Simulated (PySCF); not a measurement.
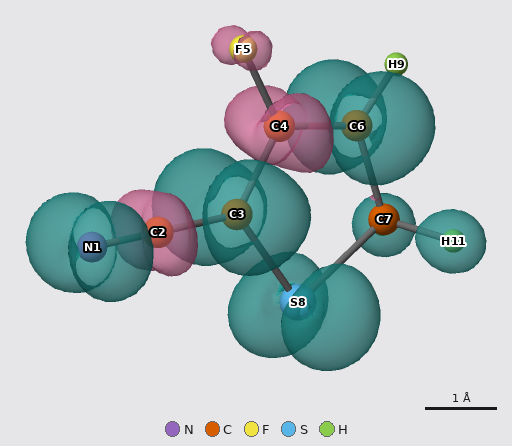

C5H3FNS (doublet). Isosurfaces of the spin density (α minus β) at +0.02 (teal) and −0.02 e/Å³ (pink), seen at an oblique angle.

Geometry: GFN2-xTB.

All numbers below come from UKS B3LYP, pcH-1 on C F H N S, non-relativistic, mean-field spin-orbit, GIAO (PySCF 2.14.0, density-fitted response routines).

| atom | x (Å) | y (Å) | z (Å) |
| --- | --- | --- | --- |
| N | 3.5827 | -0.3825 | -0.4628 |
| C | 2.4383 | -0.3282 | -0.3349 |
| C | 1.0677 | -0.2577 | -0.1805 |
| C | 0.3161 | 0.8724 | 0.2232 |
| F | 0.9293 | 2.0257 | 0.5011 |
| C | -1.0231 | 0.7066 | 0.3044 |
| C | -1.4790 | -0.6573 | -0.0516 |
| S | 0.0230 | -1.6155 | -0.4778 |
| H | -1.7175 | 1.4718 | 0.5950 |
| H | -1.9844 | -1.1648 | 0.7741 |
| H | -2.1476 | -0.6679 | -0.9162 |

Question: Which atoms carry the spin?

Answer: The unpaired spin (1 electron) lies mostly on C3 (about 0.3), C6 (about 0.2), S8 (about 0.2) and N1 (about 0.2), in electrons by Hirshfeld's partition.
